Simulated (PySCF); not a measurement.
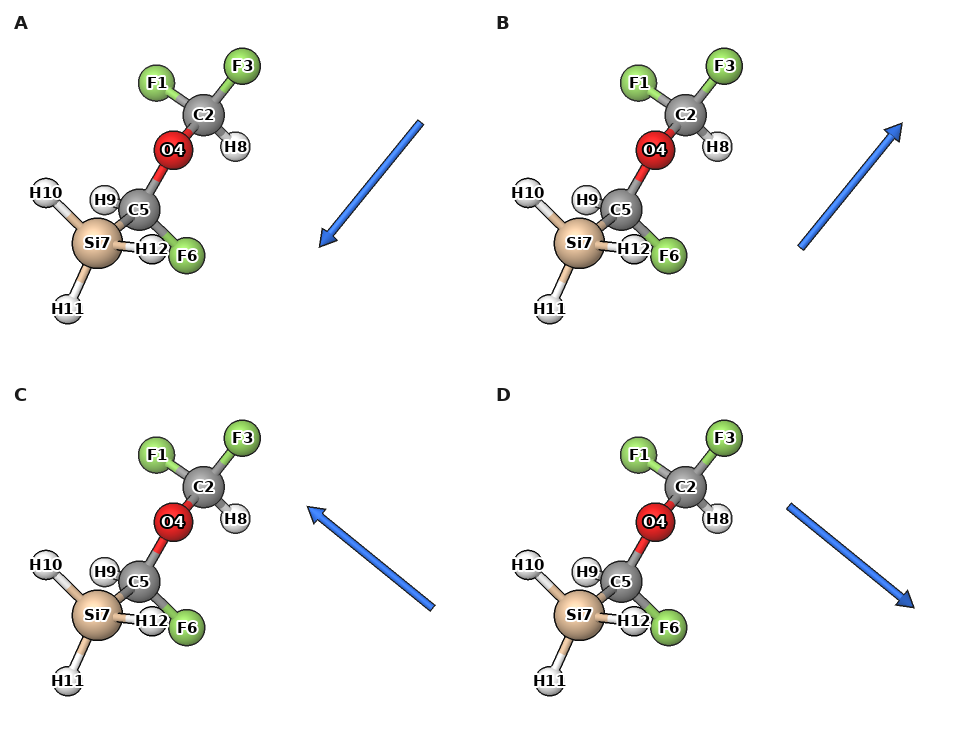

The same molecule four times, each with an arrow. Computed geometry: GFN2-xTB optimisation. No frequency run is at hand to confirm it as a minimum. Method: PBE0/pcSseg-1, gas phase (PySCF 2.14.0).

Question: Which arrow points along the dipole moment, from the negative to the positive end?

Answer: A. The dipole moment is 2.06 D; it points from the side of F3 to the side of H11 (the outermost atoms at the two ends).

The geometry is semi-empirical. Around Si such bond lengths and angles can be off by a tenth of an ångström or more and by several degrees, and values that hang on the shape move with them.
